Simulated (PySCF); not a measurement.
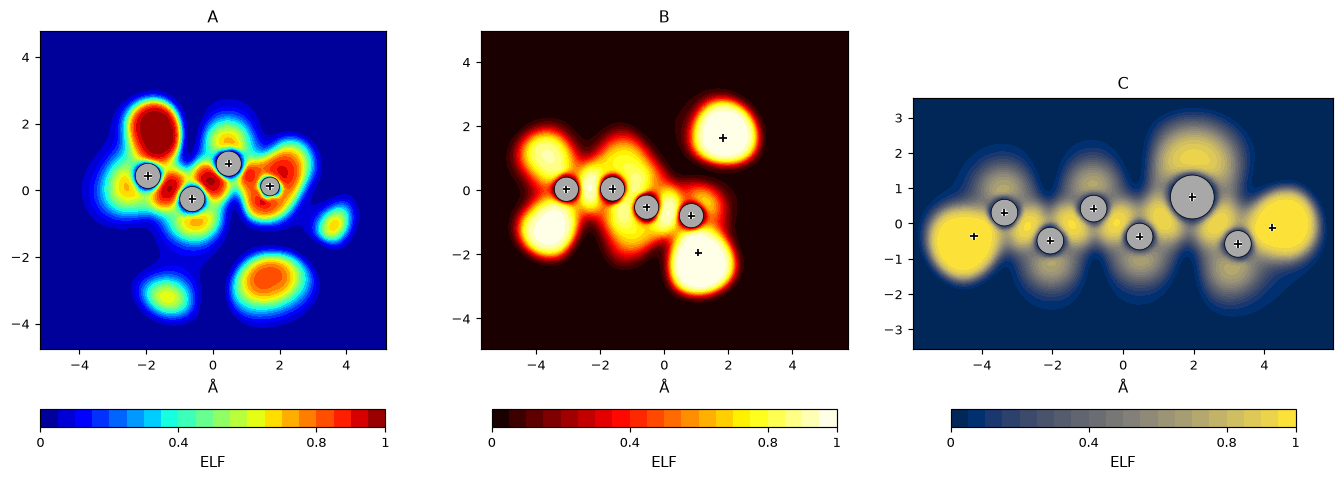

The ELF of 3 systems, each on a plane through atoms (crosses mark nuclei in the plane; grey discs cover the cores).

These are results of PBE0/pcSseg-1, SCF density, gas phase, non-relativistic (PySCF), not measurements.

System 1: C$_{6}$H$_{15}$P (SMILES CCCCP(C)C), the plane of atoms C4, P5 and C6. Geometry: GFN2-xTB.

```yaml
atoms:
  - { symbol: C, position_ang: [3.3951, 0.3359, -0.5757] }
  - { symbol: C, position_ang: [2.2487, 0.1764, 0.4154] }
  - { symbol: C, position_ang: [0.9408, -0.1934, -0.2806] }
  - { symbol: C, position_ang: [-0.2089, -0.3510, 0.7087] }
  - { symbol: P, position_ang: [-1.7802, -0.8963, -0.1355] }
  - { symbol: C, position_ang: [-2.8747, -0.8689, 1.3602] }
  - { symbol: C, position_ang: [-2.2980, 0.7354, -0.8463] }
  - { symbol: H, position_ang: [3.1714, 1.1191, -1.2970] }
  - { symbol: H, position_ang: [3.5606, -0.5911, -1.1202] }
  - { symbol: H, position_ang: [4.3143, 0.5988, -0.0572] }
  - { symbol: H, position_ang: [2.1124, 1.1114, 0.9650] }
  - { symbol: H, position_ang: [2.5025, -0.6004, 1.1409] }
  - { symbol: H, position_ang: [1.0705, -1.1305, -0.8277] }
  - { symbol: H, position_ang: [0.6926, 0.5809, -1.0106] }
  - { symbol: H, position_ang: [0.0432, -1.1228, 1.4424] }
  - { symbol: H, position_ang: [-0.3835, 0.5848, 1.2497] }
  - { symbol: H, position_ang: [-2.6039, -1.6938, 2.0164] }
  - { symbol: H, position_ang: [-3.9068, -1.0072, 1.0433] }
  - { symbol: H, position_ang: [-2.7850, 0.0720, 1.9021] }
  - { symbol: H, position_ang: [-1.6601, 0.9820, -1.6922] }
  - { symbol: H, position_ang: [-2.2398, 1.5281, -0.1009] }
  - { symbol: H, position_ang: [-3.3214, 0.6501, -1.2072] }
```

System 2: C$_{5}$H$_{11}$FOSi, the plane of atoms C2, C3 and O4. Geometry: GFN2-xTB, MD frame at 250 fs, 400 K.

```xyz
19

C     2.3081   -0.1140    0.1097
C     0.8851   -0.0906   -0.3762
C     0.4226    1.3619   -0.4333
O    -0.8972    1.3562   -0.9452
C    -1.9395    1.0168   -0.1504
C    -1.9177   -0.4818    0.1468
F    -2.3267   -1.2003   -0.9879
Si   -0.2482   -1.3309    0.7315
H     3.0237   -0.6148   -0.5011
H     2.5935    0.9395    0.0087
H     2.3396   -0.3295    1.1417
H     0.7982   -0.5623   -1.3752
H     1.0110    1.7987   -1.2376
H     0.4975    1.8487    0.5375
H    -1.7648    1.5330    0.9164
H    -2.9147    1.1700   -0.6750
H    -2.7109   -0.6209    0.8587
H     0.0237   -1.1588    2.2172
H    -0.1327   -2.7081    0.3546
```

System 3: C$_{7}$H$_{12}$, the plane of atoms C1, C2 and C3. Geometry: GFN2-xTB, MD frame at 250 fs, 600 K.

```xyz
19

C     3.2714   -1.1530    0.3844
C     2.1210   -0.3469    0.0757
C     1.4020    0.2187   -0.7121
C     0.3855    1.0417   -1.2722
C    -0.9227    0.3401   -0.9470
C    -1.2812    0.5036    0.5597
C    -2.7767    0.2799    0.6865
H     3.5857   -1.7632   -0.4147
H     3.1818   -1.9098    1.1548
H     4.1404   -0.6189    0.5603
H     0.4301    2.0181   -0.7882
H     0.4401    1.0394   -2.4438
H    -1.7220    0.7678   -1.6530
H    -0.9290   -0.7026   -1.0765
H    -0.7817   -0.2149    1.1572
H    -1.0610    1.5736    0.8487
H    -3.3380    0.9233    0.0396
H    -3.1049    0.4469    1.6392
H    -3.1222   -0.7649    0.4207
```

> Match each panel to its system.

Panel A is system 2, C$_{5}$H$_{11}$FOSi: the plane holds C and O. C–C (1.50 Å): the ELF peaks at about 0.95 between the atoms (a shared electron pair). Panel B is system 3, C$_{7}$H$_{12}$: the plane holds C and H. C–C (1.21 Å): the ELF peaks at about 0.85 between the atoms; a short, multiple covalent bond. Panel C is system 1, C$_{6}$H$_{15}$P: the plane holds C, P and H. C–C (1.52 Å): the ELF peaks at about 0.95 between the atoms (a covalent bond).
